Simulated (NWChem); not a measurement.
# AgBr (silver bromide): CAM-B3LYP/def2-TZVP (core potential)

What is the vertical ionisation energy of AgBr (silver bromide) at CAM-B3LYP/def2-TZVP (core potential)? 

The results are computed with NWChem 7.3.0.

## Step 1: Starting point

AgBr has 2 atoms, charge 0, and is taken as a singlet. As SMILES, `[Br][Ag]`. Geometry: relaxed at PBE0-D4/def2-TZVP.

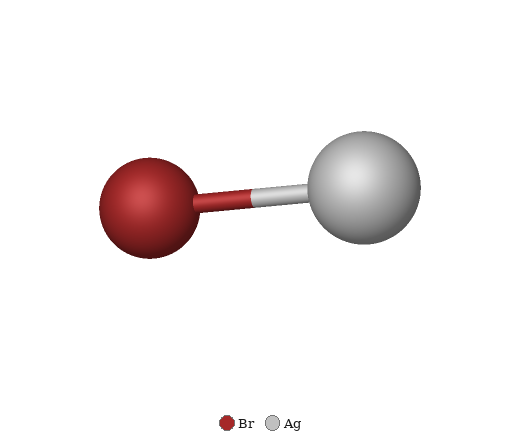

The structure, seen from a chosen angle (bromine red, silver light grey).

## Step 2: The energy at CAM-B3LYP/def2-TZVP (core potential)

The input, a.nw:

```
start a
title "AgBr energy"
memory total 2200 mb
charge 0

geometry units angstrom noautosym nocenter noautoz
  Br    1.040000   -0.393400    0.519100
  Ag   -1.010500    0.333200   -0.515000
end

basis spherical bse
  * library def2-TZVP
end

ecp bse
  Ag library def2-TZVP
end

dft
  xc xcamb88 1.00 lyp 0.81 vwn_5 0.19 hfexch 1.00
  cam 0.33 cam_alpha 0.19 cam_beta 0.46
  grid xcoarse
  convergence energy 1e-08
  direct
  iterations 100
  mulliken
  print low
end

task dft energy
```

On the command line:

```
$ nwchem a.nw > a.out
```

The program printed, shortened:

```text
[...]
 d= 0,ls=0.0,diis     1  -2721.2114103048 -2.87D+03  7.79D-03  9.91D-01     4.2
[...]
 d= 0,ls=0.0,diis    11  -2721.2781370317 -1.62D-09  2.53D-07  4.50D-10    38.8
         Total DFT energy =    -2721.278137031745
      One electron energy =    -4136.404751999002
           Coulomb energy =     1374.622178748885
    Exchange-Corr. energy =     -105.591845817049
 Nuclear repulsion energy =      146.096282035420
[...]
      Total Density - Mulliken Population Analysis
     ---------------------------------------------
    Atom       Charge   Shell Charges
 -----------   ------   -------------------------------------------------------
    1 Br  35    35.44   2.00  2.01  1.16  0.78  1.05  0.96  6.00  5.92  1.37  2.62  1.55  8.94  1.02  0.03  0.02  0.00
    2 Ag  19    18.56   0.03 -0.42  1.65  0.73  0.41  0.04  5.25  0.74  0.13  0.05  5.79  3.21  0.94  0.00
[...]
```

It took 39 s on 1 thread of Intel Xeon Platinum 8488C (Sapphire Rapids), shared host; peak memory 0.11 GiB.

## Step 3: The doublet cation, same level

The input, nw.nw:

```
start nw
title "AgBr"
memory 2200 mb
charge 1

geometry units angstrom noautosym nocenter noautoz
Br     1.040000    -0.393400     0.519100
Ag    -1.010500     0.333200    -0.515000
end

basis spherical bse
* library def2-TZVP
end

ecp bse
Ag library def2-TZVP
end

dft
xc xcamb88 1.00 lyp 0.81 vwn_5 0.19 hfexch 1.00
cam 0.33 cam_alpha 0.19 cam_beta 0.46
mult 2
grid xcoarse
convergence energy 1e-08
direct
maxiter 100
mulliken
print low
end

task dft energy
```

On the command line:

```
$ nwchem nw.nw > nw.out
```

The program printed, shortened:

```text
[...]
 d= 0,ls=0.0,diis     1  -2720.5688011911 -2.87D+03  9.69D-03  2.52D+00     4.3
[...]
 d= 0,ls=0.0,diis    11  -2720.9250934602 -7.12D-09  1.88D-07  1.28D-10    39.6
[...]
         Total DFT energy =    -2720.925093460199
      One electron energy =    -4120.731061436802
           Coulomb energy =     1359.041269268192
    Exchange-Corr. energy =     -105.331583327009
 Nuclear repulsion energy =      146.096282035420
[...]
      Total Density - Mulliken Population Analysis
     ---------------------------------------------
    Atom       Charge   Shell Charges
 -----------   ------   -------------------------------------------------------
    1 Br  35    34.73   2.00  2.01  1.16  0.78  1.12  0.92  6.00  5.92  1.31  2.54  0.93  8.95  1.02  0.03  0.03  0.01
    2 Ag  19    18.27   0.03 -0.41  1.64  0.73  0.27 -0.01  5.25  0.74  0.12  0.00  5.81  3.24  0.85  0.00
[...]
      <S2> =      0.7532 (Exact =     0.7500)
[...]
```

It took 40 s on 1 thread of Intel Xeon Platinum 8488C (Sapphire Rapids), shared host; peak memory 0.11 GiB.

## Step 4: Summary of results

At CAM-B3LYP/def2-TZVP (core potential):

| quantity | value |
| --- | --- |
| singlet AgBr: total energy | -2721.27814 Eh |
| doublet cation: total energy | -2720.92509 Eh |
| doublet cation: ⟨S²⟩ | 0.753 |
| vertical ionisation energy (to the doublet cation) | 9.607 eV |

In words: The vertical ionisation energy comes to 9.61 eV (927 kJ/mol).
